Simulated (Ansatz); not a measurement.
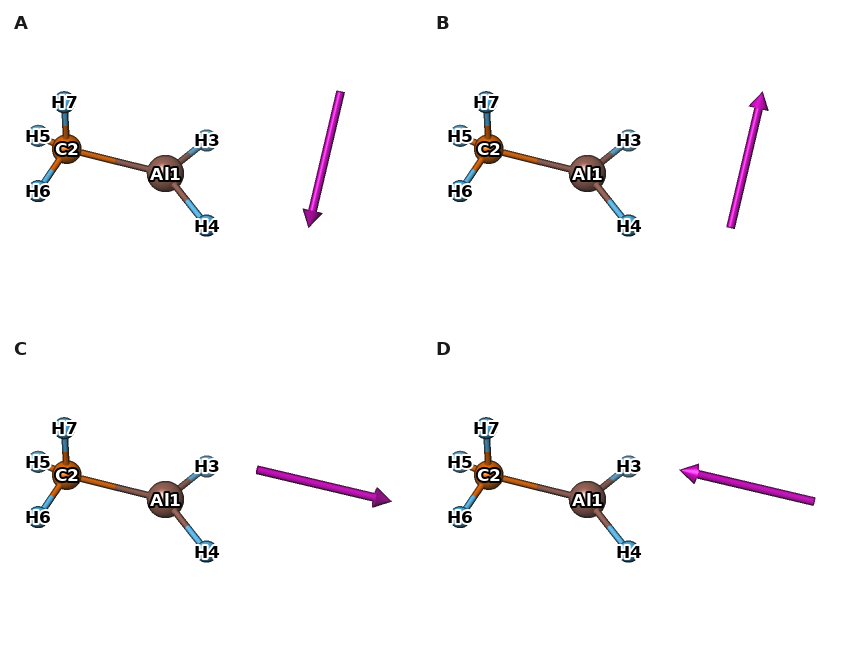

The same molecule four times, each with an arrow. The computed geometry is a stationary point of PBE0-D4/def2-TZVP, a saddle point of order 1. Properties computed with RKS PBE0-D4/def2-TZVP (Ansatz 0.2.0).

Which arrow points along the dipole moment, from the negative to the positive end?

Answer. D. The dipole moment is 0.76 D; it points from the side of H3, H4 to the side of H5, H6, H7 (the outermost atoms at the two ends).
